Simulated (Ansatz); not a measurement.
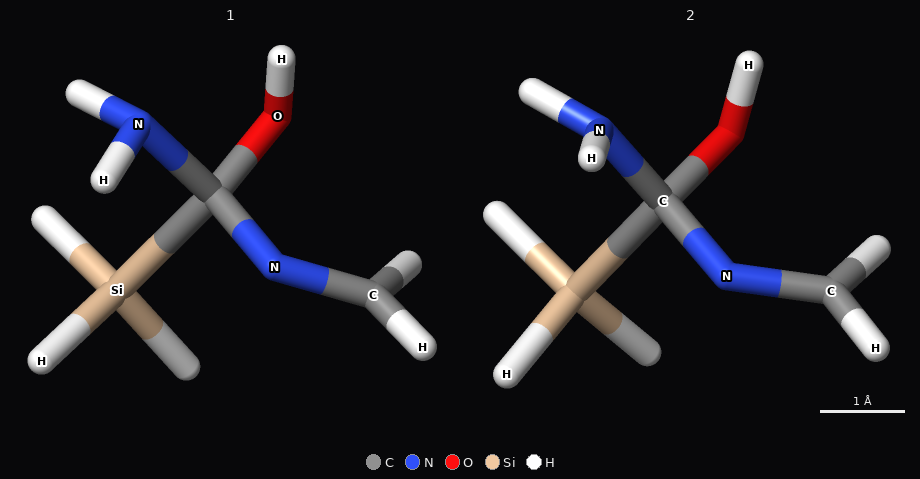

Two geometries of C2H8N2OSi, drawn at one scale. One is the start of a relaxation, the other its converged end. Style: stick. Shown at a tilt.

Theory: RKS B3LYP/6-31G (Ansatz 0.2.0). Set-up: no spin polarisation; force threshold 0.015 eV/Å; at most 40 steps.

### Which of the two is the end point?

Structure 2 is the relaxed one. The run prepares an end point of a later path (torsion) calculation, from a guessed geometry. The atom that moves furthest after the best rigid fit is an H atom (0.51 Å). By element the largest moves are H 0.51 Å, O 0.29 Å, C 0.16 Å, N 0.15 Å, Si 0.11 Å. Some distances before and after: C–N 1.544 → 1.442 Å, C–O 1.393 → 1.462 Å, H–O 0.936 → 0.985 Å, C–H 1.138 → 1.092 Å. Among the angles between lasting bonds that change: O–C–Si 116.4° → 103.3°, C–N–H 104.3° → 117.4°, C–N–H 104.6° → 115.0°. The energy falls by 62.2 kJ/mol in 11 accepted moves (13 points after the start). Largest force component: 2.5 eV/Å at the start, 0.0055 eV/Å at the end. The line search rejected the trial steps at points 9, 12 of the run. The run took 79 s on 1 thread of Arm Neoverse V2, with other jobs on the host, peak memory 0.18 GiB.
